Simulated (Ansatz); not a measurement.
Start from GaP in the zinc blende structure (space group F-43m, No. 216; a = 5.4513 Å).

Perturbation: a hydrostatic pressure of 22.5 GPa.

Level of theory: Ansatz (a program for electronic structure), r2SCAN, PAW, cutoff 500 eV, without spin-orbit coupling.

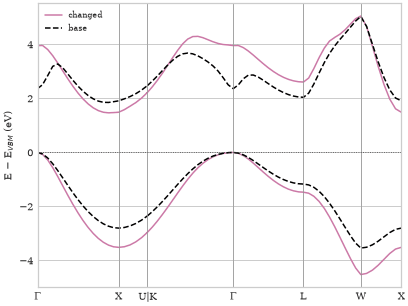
*Highest valence and lowest conduction band along the path, each from its own valence-band maximum*

Question: Read the changed gap and its character from the plot.

Answer: About 1.5 eV, indirect, Γ → Γ–X (87 % along).

Load acts through the strain it causes; cell and atoms are relaxed under it. Stability against distortions was not tested. Tetrahedral semiconductors of this kind turn to denser phases somewhere between about 1 and 50 GPa; those were not computed, so compressed cells here can lie past the real transition.
